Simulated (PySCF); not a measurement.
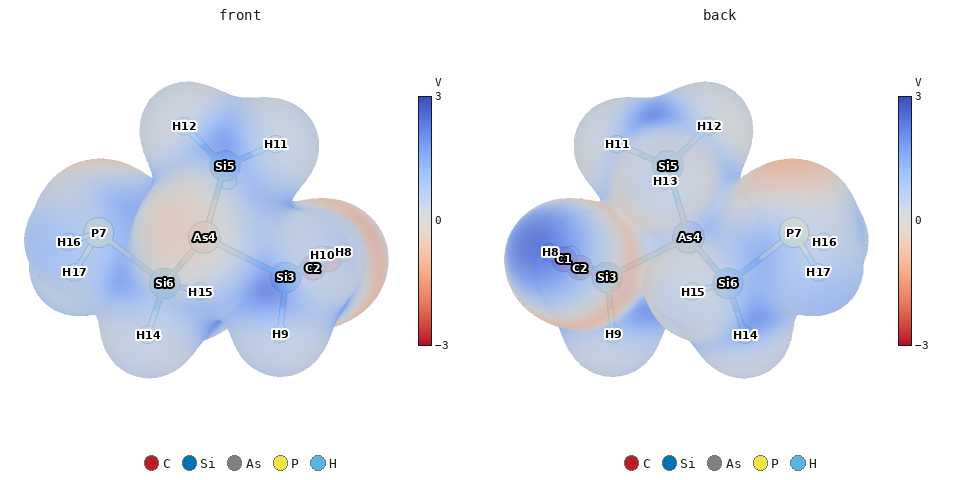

*C$_{2}$H$_{10}$AsPSi$_{3}$ (SMILES C#C[SiH2][As]([SiH3])[SiH2]P). The electrostatic potential painted on the density surface at 0.004 e/bohr³, seen from the front and from behind; the colour scale runs from red (negative) to blue (positive).*

Geometry: PBE0-D3(BJ)/def2-SVP.

These are results of CAM-B3LYP/def2-SVPD, SCF density, gas phase (PySCF 2.14.0), not measurements.

The calculation's input:

```
{"job": {"kind": "uv", "xc": "CAM-B3LYP", "basis": "def2-SVPD", "dynamic": true, "nstates": 6, "ntriplets": 0}, "charge": 0, "multiplicity": 1}
C      3.254111    -0.524813    -0.916272
C      2.849773     0.012581     0.098949
Si     2.140704     0.826546     1.579825
As    -0.191344     1.164086     1.386262
Si    -0.127429     1.574232    -0.952236
Si    -0.700462    -1.128038     1.099032
P     -2.666607    -1.170237    -0.031561
H      3.620090    -0.997336    -1.810753
H      2.404742    -0.021297     2.779469
H      2.791609     2.157814     1.752022
H      0.927945     2.596691    -1.222529
H     -1.457254     2.122835    -1.350983
H      0.153721     0.335322    -1.736285
H     -0.768980    -1.773903     2.446501
H      0.316157    -1.841851     0.267388
H     -3.423060    -0.718000     1.092855
H     -2.917553    -2.553024     0.229064
```

Command:

```sh
OMP_NUM_THREADS=1 python probes_run.py task.json out
```

**Describe the electrostatic potential map.**

The most negative region (about −0.7 V) lies over C1, C2 and P7, the most positive (about +2.3 V) over H8.

**How polar is the molecule by this calculation?**

Its dipole moment is 0.94 D.
